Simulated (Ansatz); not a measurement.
```xyz
8

H     0.6841    1.0050   -1.3392
C     0.0597    0.3192   -0.7532
C    -0.9646   -0.2343   -1.3671
Si    0.3570   -0.1255    1.0900
H    -1.4299   -0.2287   -2.3544
H     0.2830    1.0966    1.9444
H    -0.6936   -1.0899    1.5073
H     1.7043   -0.7422    1.2721
```

Not at a stationary point (largest force 0.8 eV/Å).

All numbers below come from UKS B3LYP-D4/def2-SVP in Ansatz.

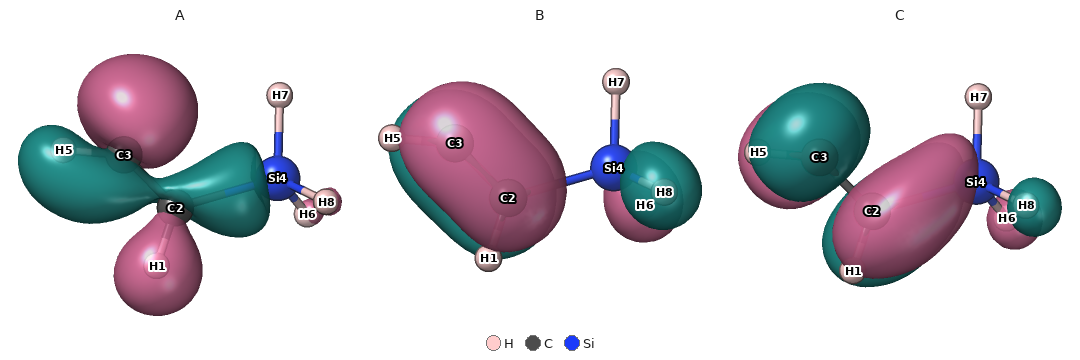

C₂H₅Si (doublet). Three frontier orbitals at ±0.1 Å⁻³ᐟ² (teal and pink are the two phases), in no order.

### Order the three orbitals by energy and name them. All are α orbitals.

B is the HOMO−1 (α) (−7.88 eV). It lies mainly on C3 (about 45 %) and C2 (about 35 %); π-bonding across C3–C2. A is the HOMO (α) (−6.30 eV). Its weight (Hirshfeld) is mainly on C3 (about 60 %), C2 (about 15 %), H5 (about 10 %), Si4 (about 10 %) and H1 (about 5 %). C is the LUMO (α) (−0.40 eV). By Hirshfeld shares it lies mainly on C3 (about 40 %), C2 (about 35 %) and Si4 (about 15 %); π-antibonding (π*) across C3–C2.

### What is the gap between the highest occupied and lowest empty α orbitals?

5.90 eV between the orbital energies.
